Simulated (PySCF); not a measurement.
**Run report: C₄H₈NS, EPR calculation**

C₄H₈NS, multiplicity 2, SMILES [CH2]C(=S)NCC, computed with UKS B3LYP, pcH-1 on C H N S, non-relativistic, mean-field spin-orbit, GIAO (PySCF 2.14.0).

It belongs to a series of runs on one base structure; here: H removed from sp3 C.

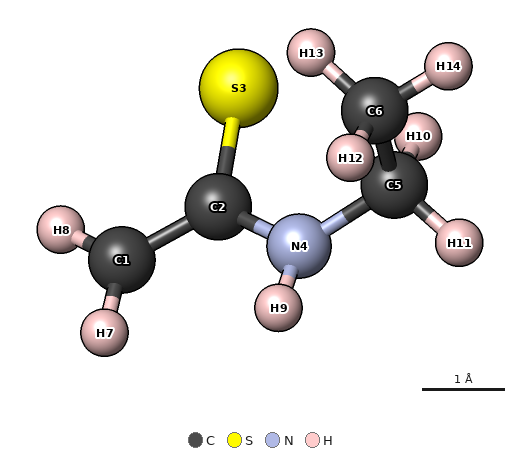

The input geometry (ball-and-stick view, seen at a tilt; atoms are numbered from 1 in the order of the input).

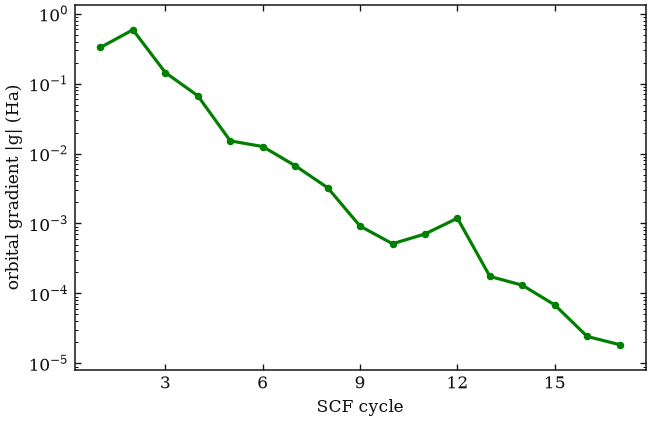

Convergence of the self-consistent field: orbital gradient |g| against the SCF cycle. All cycles printed in the log are drawn one after another.

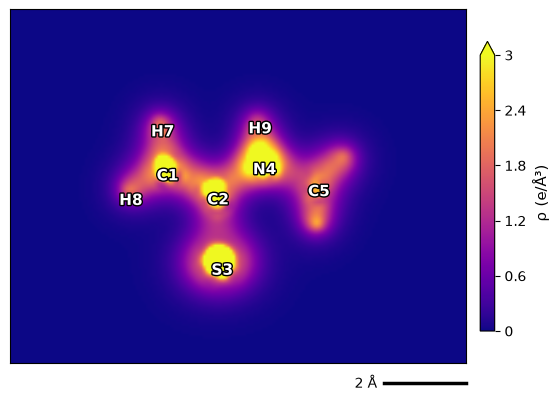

Electron density on the plane of atoms H7, C1 and H8. C–N (1.36 Å): ρ at the midpoint is about 1.6 e/Å³. C–S (1.72 Å): ρ is about 1.3 e/Å³ halfway. N–H (1.01 Å): ρ at the midpoint is about 5 e/Å³, with its minimum of 2.2 e/Å³ about 0.9 Å from N. C–N (1.44 Å): ρ is about 1.4 e/Å³ halfway.

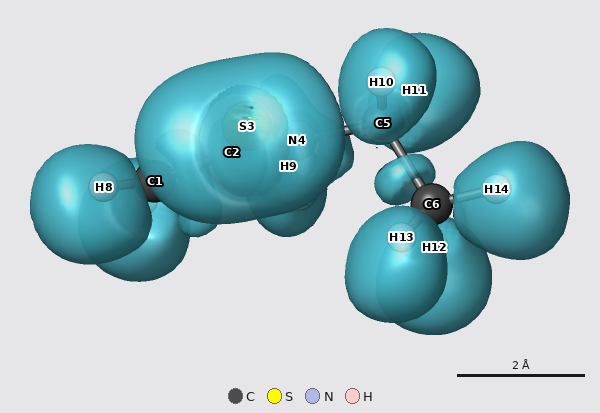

Isosurface of the ELF at 0.75 (cyan), seen from the side. Core shells and regions of very low density are left out. Values along the shortest contacts: C–N (1.36 Å): the ELF peaks at about 0.85 between the atoms (localised, shared-pair bonding). C–C (1.36 Å): the ELF peaks at about 0.90 between the atoms (a shared electron pair).

The input and output of the run follow.

Input file:
```
{"job": {"kind": "epr", "basis": "pcH-1"}, "charge": 0, "multiplicity": 2}
C      2.454767     0.382524    -0.203821
C      1.314321     0.268604     0.534128
S      1.089731     1.307381     1.887416
N      0.366849    -0.660727     0.242167
C     -0.948911    -0.679186     0.831012
C     -1.923082     0.257642     0.117226
H      2.621040    -0.221046    -1.079585
H      3.212405     1.088836     0.073657
H      0.467332    -1.129083    -0.646547
H     -0.847895    -0.377477     1.876804
H     -1.319805    -1.707028     0.794753
H     -2.029417    -0.024837    -0.928498
H     -1.559351     1.281198     0.166347
H     -2.898663     0.212726     0.592799
```

The first line tells a small driver script what to run in PySCF; the rest is the geometry in Å.

Command:
```bash
OMP_NUM_THREADS=1 python <driver script> task.json out
```

Log:
```
UKS, coarse grid
  cycle   1  E = -610.08933710  |g| = 3.30e-01
  cycle   2  E = -609.94188786  |g| = 5.89e-01
  cycle   3  E = -610.15283138  |g| = 1.44e-01
  cycle   4  E = -610.16228522  |g| = 6.71e-02
  cycle   5  E = -610.16493669  |g| = 1.52e-02
  cycle   6  E = -610.16509883  |g| = 1.26e-02
  cycle   7  E = -610.16520404  |g| = 6.71e-03
  cycle   8  E = -610.16524450  |g| = 3.25e-03
  cycle   9  E = -610.16525496  |g| = 9.18e-04
  cycle  10  E = -610.16525641  |g| = 5.13e-04
UKS, final grid
  cycle   1  E = -610.16523370  |g| = 7.08e-04
  cycle   2  E = -610.16523347  |g| = 1.19e-03
  cycle   3  E = -610.16523418  |g| = 1.75e-04
  cycle   4  E = -610.16523424  |g| = 1.31e-04
  cycle   5  E = -610.16523435  |g| = 6.84e-05
  cycle   6  E = -610.16523437  |g| = 2.42e-05
  cycle   7  E = -610.16523438  |g| = 1.85e-05
E = -610.16523438 Eh   <S^2> = 0.7695 (exact 0.7500)
g shifts (ppm)      1          2          3
  rmc          -182       -182       -182
  gc             -4         47         38
  oz_so         -12       6960      69286
  total        -197       6825      69143
hyperfine (MHz)  atom isotope    a_iso     a_fc   dipolar eigenvalues
    0   13C      52.97      52.97    -53.90    -52.64    106.53
    1   13C     -36.86     -36.86    -15.12      5.26      9.86
    2   33S       9.93       9.93    -45.51    -44.42     89.94
    3   14N       0.01       0.01     -0.75     -0.46      1.22
    4   13C      -1.19      -1.19     -0.80      0.00      0.80
    5   13C       8.67       8.67     -1.01     -0.70      1.71
    6    1H     -41.35     -41.35    -25.72     -1.18     26.90
    7    1H     -42.86     -42.86    -23.10     -2.12     25.21
    8    1H      -2.30      -2.30     -2.91     -1.29      4.20
    9    1H       2.73       2.73     -2.16     -1.40      3.56
   10    1H       1.08       1.08     -1.00     -0.67      1.67
   11    1H       0.09       0.09     -0.98     -0.46      1.44
   12    1H       0.26       0.26     -1.55     -0.70      2.25
   13    1H       1.35       1.35     -0.84     -0.51      1.35
```

Key numbers:

- outcome: converged
- total energy: −610.165234 hartree
- ⟨S²⟩: 0.770
- isotropic g: 2.0276
- hardware: 1 CPU thread, shared host
- wall time: 61 s
- peak memory: 0.86 GiB

Remarks:

Checks after the run noted: orbitally degenerate or nearly so: second-order g, spin-orbit hyperfine and D do not apply.
